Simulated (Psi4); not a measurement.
## How methods differ on CH5GaSe (SMILES C[Se][GaH2])

CH5GaSe has 8 atoms, charge 0, and is taken as a singlet. SMILES: `C[Se][GaH2]`. The shape was relaxed beforehand at PBE0/def2-TZVP.

Quantity: the dipole moment, in D. The values are calculated.

| level | kind | program | value (D) | CPU time |
| --- | --- | --- | --- | --- |
| PBE-D4/def2-TZVPP (density fitting) | GGA | Psi4 | 1.29 | 2.2 min |
| r2SCAN-D4/def2-TZVPP (density fitting) | meta-GGA | Psi4 | 1.39 | 4.7 min |
| B3LYP-D4/def2-TZVPP (density fitting) | global hybrid | Psi4 | 1.30 | 94 s |
| PBE0-D4/def2-TZVPP (density fitting) | global hybrid | Psi4 | 1.35 | 89 s |
| wB97M-V/def2-TZVPP (density fitting) | range-separated hybrid | Psi4 | 1.31 | 5.1 min |

All-electron rows without a relativistic Hamiltonian named are non-relativistic. The values span 1.29 to 1.39 D. Magnitudes only. CPU times are rough (shared hosts, several kinds of processor): they show what a rung costs within a factor of a few.

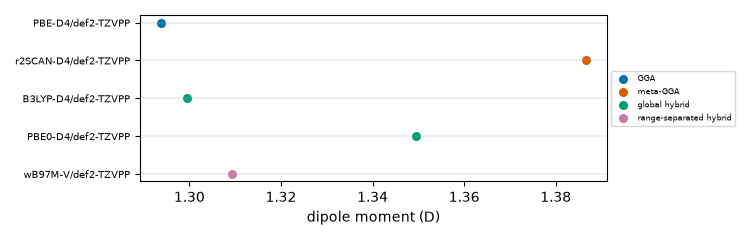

The values of the table, level by level.
